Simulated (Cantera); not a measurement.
A closed system holds: 1 mol Mg(OH)2, a varied amount of C, 1.4 mol H2O, at 648 K and 12.0 Pa.

Equilibrium computed with Cantera from the NASA thermochemical tables; the gas is ideal and each condensed phase is pure. Candidate condensed phases: C, C6H6, C7H8, C8H18, H2O, Mg, MgCO3, MgO, Mg(OH)2; 116 gas species. Rates play no part.

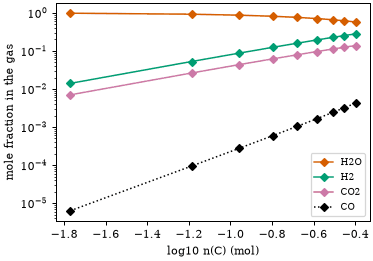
*Equilibrium gas composition (values under 1e-9 drawn at 1e-9)*

### Question
Read off the mole fractions at 0.31 mol C.

### Answer
H2O about 0.66, H2 about 0.23, CO2 about 0.11, CO about 0.0024.
